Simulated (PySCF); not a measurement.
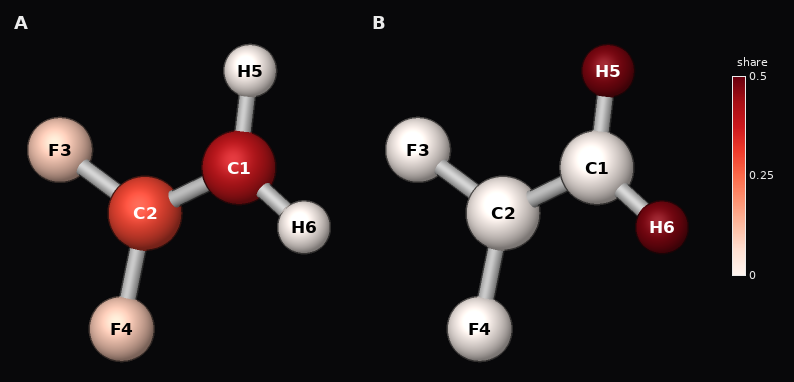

Each panel colours the atoms by their Löwdin share in one orbital (up to four of the largest shares; other atoms are shown as zero). Computed geometry: PBE0-D3(BJ)/def2-TZVP optimisation. No frequency run is at hand to confirm it as a minimum. Method: ωB97X-D/aug-cc-pVTZ (PySCF 2.14.0).

The panels show the HOMO, LUMO, in some order. Which is which?

Answer. A: HOMO, −9.68 eV; C1 0.39, C2 0.30, F4 0.10, F3 0.10
B: LUMO, 0.89 eV; H6 0.48, H5 0.47
